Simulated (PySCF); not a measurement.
**Frequency calculation of Al3**

Al3, multiplicity 2, computed with UKS-based PBE0, Al def2-TZVP; non-relativistic Hamiltonian; density fitting (PySCF 2.14.0).

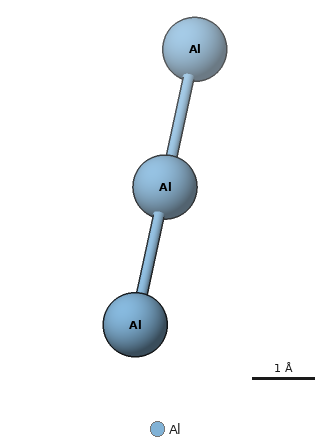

Fig. 1: The structure (ball-and-stick view, seen at an oblique angle). Sticks mark near contacts.

## Input file
```python
from pyscf import gto, scf, dft
mol = gto.M(atom='''
Al     0.000000     0.000000     0.000000
Al     0.000000     0.000000     2.630071
Al    -0.000000     0.000000    -2.630071''',
    basis={'Al': 'def2-TZVP'},
    charge=0, spin=1)
mf = dft.UKS(mol, xc='PBE0')
mf.grids.atom_grid = (75, 302)
aux = {'Al': 'def2-universal-JKFIT'}
mf = mf.density_fit(auxbasis=aux)
mf.conv_tol = 1e-09
mf.diis_space = 10
mf.max_cycle = 60
mf.verbose = 4
mf.kernel()
```

The script is an equivalent of the set-up of the self-consistent field. The run itself was carried out by a driver, which started from the orbitals of the step before it where there was one and computed the further properties.

Run on 4 threads of Arm Neoverse V1, 112 GiB of memory available, shared host.

Run as:
```bash
OMP_NUM_THREADS=4 python axn.py task.json out
```

## Output
```
init E= -726.861051149235
  alpha nocc = 20  HOMO = -0.172933795702507  LUMO = -0.0966870053726718
  beta  nocc = 19  HOMO = -0.177137213740377  LUMO = -0.0978744680870934
  HOMO = -0.172933795703  LUMO = -0.0978744680871  gap/eV = 2.04247
cycle= 1 E= -726.861051149236  delta_E= -5.68e-13  |g|= 2.3e-07  |ddm|= 1.24e-06
  alpha nocc = 20  HOMO = -0.172933823106883  LUMO = -0.0966870259185479
  beta  nocc = 19  HOMO = -0.177137215514609  LUMO = -0.097874490132814
  HOMO = -0.172933823107  LUMO = -0.0978744901328  gap/eV = 2.04247
Extra cycle  E= -726.861051149236  delta_E= -3.41e-13  |g|= 2.09e-07  |ddm|= 9.93e-07
converged SCF energy = -726.861051149236  <S^2> = 1.7904274  2S+1 = 2.8568706
```

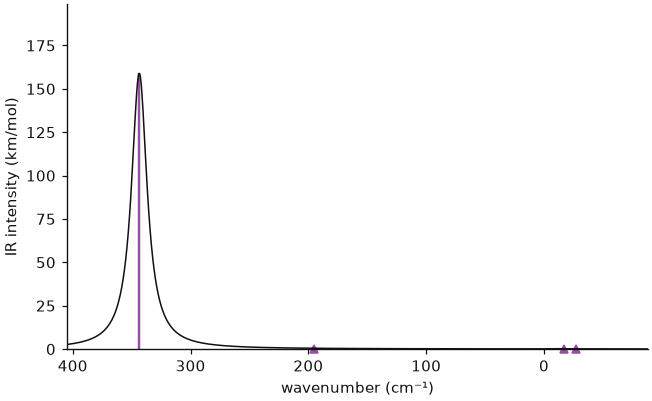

Fig. 2: Harmonic infrared spectrum, unscaled: sticks (degenerate modes added up, dark ones marked on the axis) with a Lorentzian envelope of 16 cm⁻¹ full width, scaled to the tallest stick; imaginary modes are drawn at negative wavenumbers. 4 modes from 27i to 344 cm⁻¹, 2 imaginary beyond 8i (27i, 17i cm⁻¹): not a minimum. The strongest line is at 344 cm⁻¹ (159 km/mol). All modes, in cm⁻¹ (km/mol): 27i (0.0), 17i (0.2), 195 (0.0), 344 (159). The two bends of a linear molecule should be equal; they aren't, because the electronic state found breaks the axial symmetry.

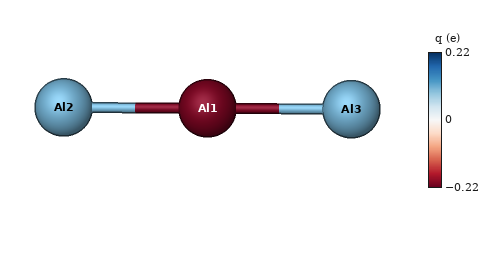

Fig. 3: Mulliken charges, as the colour of each atom (ball-and-stick view, seen on its broad side; atoms are numbered from 1 in the order of the input). By element: Al −0.21 to +0.10 e.

## Results in brief

- outcome: converged
- total energy: −726.861051 hartree
- ⟨S²⟩: 1.790
- zero-point energy: 0.001228 hartree
- dipole moment: 0.00 D
- wavenumbers, lowest and highest: 27i and 344 cm⁻¹
- wall time: 29 s (CPU time 79 s)
- peak memory: 0.98 GiB

## Remarks

Checks after the run noted: the SCF density has lower symmetry than the nuclear frame; a mode under 25 cm-1 is near the numerical noise; spin contamination. ⟨S²⟩ is 1.79 against 0.75 for a pure state: the solution is spin-contaminated.
